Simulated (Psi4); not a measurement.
**InHBr (SMILES [Br][InH]): UB2PLYP/def2-SVPD (core potential, density fitting for correlation)**

What is the vertical ionisation energy of InHBr at UB2PLYP/def2-SVPD (core potential, density fitting for correlation)? 

The results are computed with Psi4 1.11.

## (1) The structure to begin with

InHBr: 3 atoms, total charge 0, spin state doublet. As SMILES, `[Br][InH]`. Geometry: relaxed at PBE0-D4/def2-TZVP.

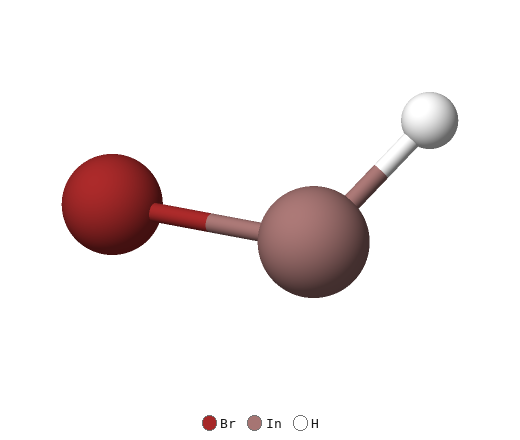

Viewed from a chosen angle; bromine red, indium brown, hydrogen white.

## (2) The energy at UB2PLYP/def2-SVPD (core potential, density fitting for correlation)

job.inp

```
memory 1.6 GB

molecule {
  0 2
  Br     1.752400    -0.309300     0.917000
  In    -0.424600    -0.617800    -0.295300
  H     -1.338700     0.862200    -0.635000
  symmetry c1
  no_reorient
  no_com
}

set globals {
  basis                def2-SVPD
  reference            uks
  puream               true
  e_convergence        1e-09
  d_convergence        1e-08
  scf_type             pk
  dft_radial_points    99
  dft_spherical_points 590
  num_frozen_docc      13
  maxiter              200
}

E, wfn = energy('b2plyp', return_wfn=True)
```

Launch:

```
$ psi4 job.inp job.out -n 1
```

job.out:

```text
[...]
    !!!  WARNING: ECP capability is in beta. Please check occupations closely.  !!!
[...]
  Running in c1 symmetry.
[...]
  Nuclear repulsion =  166.249835763362228
[...]
  Multiplicity = 2
[...]
  Nalpha       = 29
  Nbeta        = 28
[...]
    Number of basis functions: 81
[...]
   @UKS iter   1: -2763.49349467282082   -2.11381e+00   1.60005e-02 ADIIS/DIIS
[...]
   @UKS iter  13: -2763.82267393464099   -1.50067e-11   8.09385e-09 DIIS
[...]
   @S^2 Observed:                7.613283736E-01
[...]
    Orbital Energies [Eh]
    ---------------------
    Alpha Occupied:
       1A   -485.776971     2A    -63.558548     3A    -57.197908
       4A    -57.196385     5A    -57.196264     6A     -9.142345
       7A     -6.882217     8A     -6.876368     9A     -6.875868
      10A     -5.000077    11A     -3.344226    12A     -3.339665
      13A     -3.336523    14A     -2.841891    15A     -2.840315
      16A     -2.839787    17A     -2.835149    18A     -2.835135
      19A     -0.913662    20A     -0.905187    21A     -0.903880
      22A     -0.900907    23A     -0.899071    24A     -0.833554
      25A     -0.486272    26A     -0.382993    27A     -0.339690
      28A     -0.339156    29A     -0.261082
    Alpha Virtual:
[...]
  @UKS Final Energy: -2763.82267393464099
   => Energetics <=
    Nuclear Repulsion Energy =            166.2498357633622277
    One-Electron Energy =               -4250.0177582343912945
    Two-Electron Energy =                1371.5692771929329865
    DFT Exchange-Correlation Energy =     -51.6240286565448088
    Empirical Dispersion Energy =           0.0000000000000000
    VV10 Nonlocal Energy =                  0.0000000000000000
    Total Energy =                      -2763.8226739346409886
[...]
 Multipole Moments:
 ------------------------------------------------------------------------------------
     Multipole            Electronic (a.u.)      Nuclear  (a.u.)        Total (a.u.)
 ------------------------------------------------------------------------------------
 L = 1.  Multiply by 2.5417464519 to convert [e a0] to [Debye]
 Dipole X            :        -97.4930575           96.5247538           -0.9683036
 Dipole Y            :         43.0321337          -43.3448371           -0.3127034
 Dipole Z            :        -48.2897038           47.7320253           -0.5576785
 Magnitude           :                                                    1.1603451
[...]
```

It took 11 s on 1 thread of AMD EPYC 7R43 (Zen 3), shared host; peak memory 0.6 GiB.

## (3) The singlet cation

calc.in

```
memory 1600 mb

molecule {
  1 1
  Br     1.752400    -0.309300     0.917000
  In    -0.424600    -0.617800    -0.295300
  H     -1.338700     0.862200    -0.635000
  symmetry c1
}

set basis def2-SVPD
set puream true
set e_convergence 1e-09
set d_convergence 1e-08
set scf_type pk
set dft_radial_points 99
set dft_spherical_points 590
set num_frozen_docc 13

E, wfn = energy("b2plyp", return_wfn=True)
```

Launch:

```
$ psi4 -n 1 calc.in calc.out
```

calc.out:

```text
[...]
    !!!  WARNING: ECP capability is in beta. Please check occupations closely.  !!!
[...]
  Running in c1 symmetry.
[...]
  Nuclear repulsion =  166.249835763362228
[...]
  Multiplicity = 1
[...]
  Nalpha       = 28
  Nbeta        = 28
[...]
    Number of basis functions: 81
[...]
   @RKS iter   1: -2763.21528397022348   -1.85132e+00   1.56997e-02 DIIS/ADIIS
[...]
   @RKS iter  13: -2763.51839005319380   -6.36646e-12   1.35400e-09 DIIS
[...]
    Orbital Energies [Eh]
    ---------------------
    Doubly Occupied:
       1A   -486.002399     2A    -63.783115     3A    -57.422997
       4A    -57.420499     5A    -57.420487     6A     -9.366066
       7A     -7.108033     8A     -7.098237     9A     -7.098181
      10A     -5.265611    11A     -3.609053    12A     -3.608238
      13A     -3.601105    14A     -3.067939    15A     -3.064919
      16A     -3.064843    17A     -3.056117    18A     -3.056117
      19A     -1.172266    20A     -1.169395    21A     -1.169369
      22A     -1.163621    23A     -1.162756    24A     -1.046482
      25A     -0.695638    26A     -0.580222    27A     -0.542665
      28A     -0.540969
[...]
  @RKS Final Energy: -2763.51839005319380
   => Energetics <=
    Nuclear Repulsion Energy =            166.2498357633622277
    One-Electron Energy =               -4236.5732250635128366
    Two-Electron Energy =                1358.2924425737833189
    DFT Exchange-Correlation Energy =     -51.4874433268266785
    Empirical Dispersion Energy =           0.0000000000000000
    VV10 Nonlocal Energy =                  0.0000000000000000
    Total Energy =                      -2763.5183900531937979
[...]
 Multipole Moments:
 ------------------------------------------------------------------------------------
     Multipole            Electronic (a.u.)      Nuclear  (a.u.)        Total (a.u.)
 ------------------------------------------------------------------------------------
 L = 1.  Multiply by 2.5417464519 to convert [e a0] to [Debye]
 Dipole X            :        -56.9408862           54.7982429           -2.1426433
 Dipole Y            :         -9.5280322            8.9543509           -0.5736813
 Dipole Z            :          0.0000000            0.0000000            0.0000000
 Magnitude           :                                                    2.2181142
[...]
```

It took 8.4 s on 1 thread of AMD EPYC 7R43 (Zen 3), shared host; peak memory 0.6 GiB.

## (4) Results

At UB2PLYP/def2-SVPD (core potential, density fitting for correlation), 13 core orbitals frozen:

| quantity | value |
| --- | --- |
| doublet InHBr: total energy | -2763.92431 Eh |
| doublet InHBr: HOMO energy (SCF part's orbitals) (highest over α and β) | -7.10 eV |
| doublet InHBr: LUMO energy (SCF part's orbitals) (lowest over α and β) | -2.41 eV |
| doublet InHBr: ⟨S²⟩ | 0.761 |
| singlet cation: total energy | -2763.62094 Eh |
| singlet cation: HOMO energy (SCF part's orbitals) | -14.72 eV |
| singlet cation: LUMO energy (SCF part's orbitals) | -9.42 eV |
| singlet cation: HOMO–LUMO gap (SCF part's orbitals) | 5.30 eV |
| vertical ionisation energy (to the singlet cation) | 8.255 eV |

In words: Removing an electron at fixed nuclei costs 8.25 eV (190 kcal/mol). Only the singlet of the ionised species was computed; a triplet could lie lower.
